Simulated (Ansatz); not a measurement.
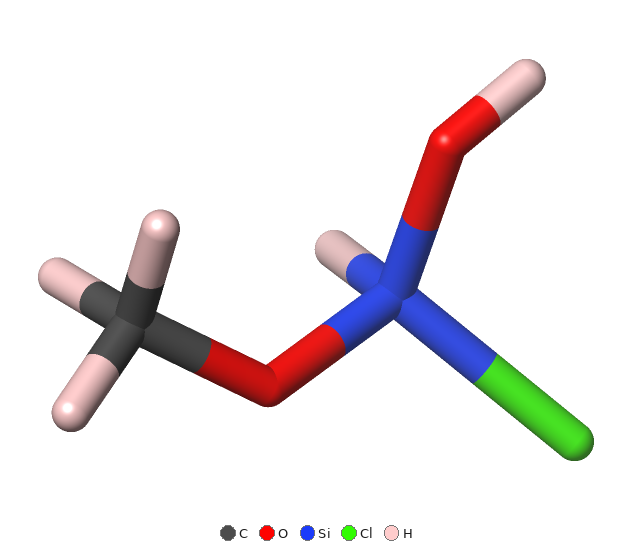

Computed geometry: PBE0-D4/def2-TZVP optimisation. No frequency run is at hand to confirm it as a minimum.

Draw it as a skeletal formula.

SMILES: CO[Si@@H](O)Cl

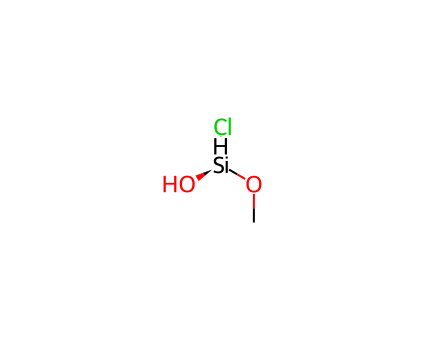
